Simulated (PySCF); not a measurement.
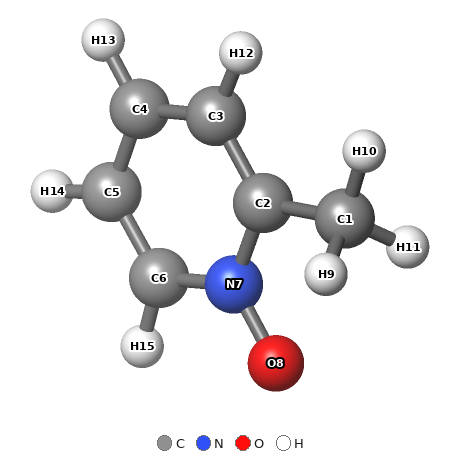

C₆H₇NO (2-methylpyridine-N-oxide), SMILES Cc1cccc[n+]1[O-]. Simulated ¹H spectrum at 200 MHz, line width 1.0 Hz, from GIAO shifts (B3LYP/pcSseg-1, against TMS) and couplings (B3LYP/pcJ-1), PySCF 2.14.0, at a PBE0-D3(BJ)/def2-SVP geometry (no frequency check). Gas phase, values of one conformer, averaged over methyl-type rotors and exact or near symmetry; couplings among ¹H are treated exactly, other nuclei are left out. The spin-dipole term of J is left out for all pairs. The upper panels enlarge each group of lines, each scaled alone.

**Give the shifts and couplings that make up the spectrum.**

```csv
δ (ppm),nuclei,atoms
8.14,1,H15
7.08,1,H12
6.96,1,H14
6.66,1,H13
2.39,3,"H9, H10, H11"
```


```tsv
pair	J (Hz)
H12–H13	8.6
H14–H13	8.5
H15–H14	7.6
H12–H14	1.7
H12 – H9/H10/H11	−1.0
H14 – H9/H10/H11	−0.9
H15–H13	0.8
H15 – H9/H10/H11	0.7
H13 – H9/H10/H11	0.7
H15–H12	0.6
```

Not listed: couplings under 0.5 Hz, those between magnetically equivalent nuclei.

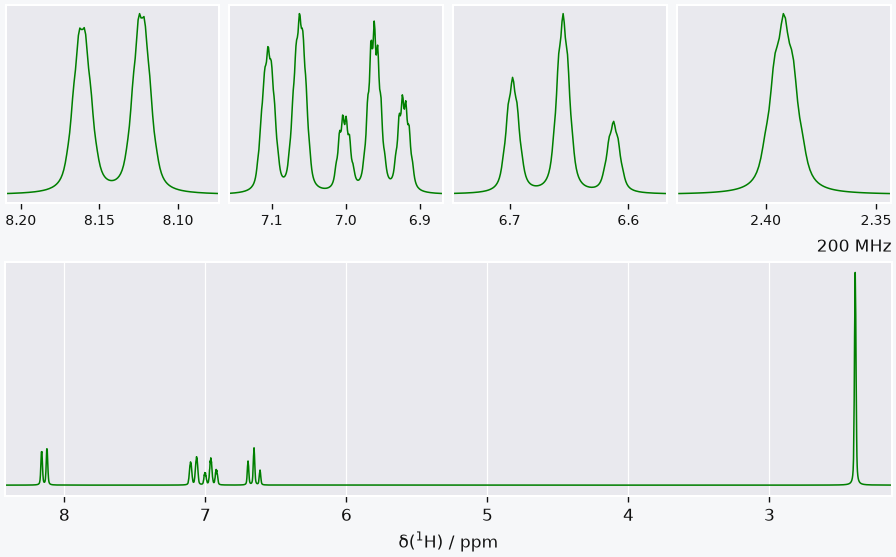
